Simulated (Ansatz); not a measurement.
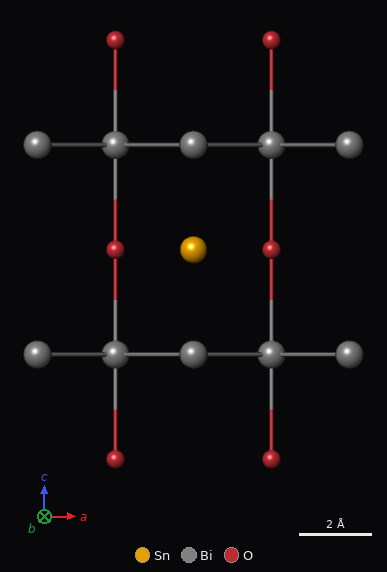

A crystal of SnBi₂O (a generated structure, set up in P4/mmm), before the relaxation. A ball-and-stick model of the cell of the calculation, seen along the b axis.

The calculation used DFT PBE, scalar-relativistic, plane waves, PAW in Ansatz.

Input file:
```yaml
crystal:
  lattice:
    - [4.3386886486, 0.0, 0.0]
    - [0.0, 4.3386886486, 0.0]
    - [0.0, 0.0, 5.8302884534]
  atoms:
    - { symbol: Sn, position: [0.5, 0.5, 0.5] }
    - { symbol: Bi, position: [0.0, 0.0, 0.0] }
    - { symbol: Bi, position: [0.5, 0.5, 0.0] }
    - { symbol: O, position: [0.0, 0.0, 0.5] }
basis:
  ecutwfc: 420
kpoints:
  mp_grid: { grid: [10, 10, 8] }
hamiltonian:
  xc: pbe
scf:
  occupations: { method: gaussian, width: 0.1 }
output:
  forces: true
  stress: true
  eigenvalues: true
  write_density: true
  write_potential: true
  elf: true
  volumetric_format: npy
relax:
  adjacent_minimum: "off"
  f_tol: 0.01
  max_steps: 80
  cell: { stress_tol: 0.05 }
```

Run as
```bash
ansatz run input.yaml --threads 1 --pin off --max-ram 2560MiB --backend cpu --events-out ev --progress --plain --runs-dir out
```

**What does the optimiser find from here?**

No atom moves by more than 0.005 Å relative to the cell. The drawn cell changes as follows: a = b 4.339 → 4.333 Å (−0.1 %), c 5.830 → 5.880 Å (+0.8 %); the volume changes by +0.6 %. Near-neighbour distances that change, for instance: Bi2–O4 2.915 → 2.940 Å, Bi2–Bi3 3.068 → 3.064 Å. The space group stays P4/mmm (No. 123). The energy falls by 2.3 meV per cell of the calculation in 2 accepted moves (3 points after the start). All forces vanish by symmetry, so only the cell relaxes. The pressure goes from 0.31 to 0.03 GPa. The SCF was repeated once at an unchanged geometry on a basis and grid sized afresh for the cell, which shifted the energy by 0.6 meV per cell of the calculation at most.

The structure at the end:

```
Sn Bi O
1.0
     4.33265    0.00000    0.00000
     0.00000    4.33265    0.00000
     0.00000    0.00000    5.87957
Sn Bi O
1 2 1
Direct
  0.50000 0.50000 0.50000
  0.00000 0.00000 0.00000
  0.50000 0.50000 0.00000
  0.00000 0.00000 0.50000
```

After the run, drawn alike:

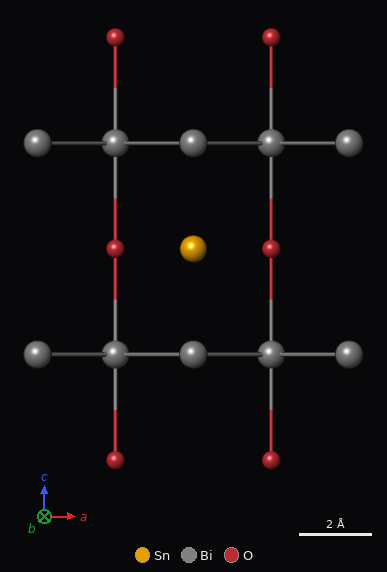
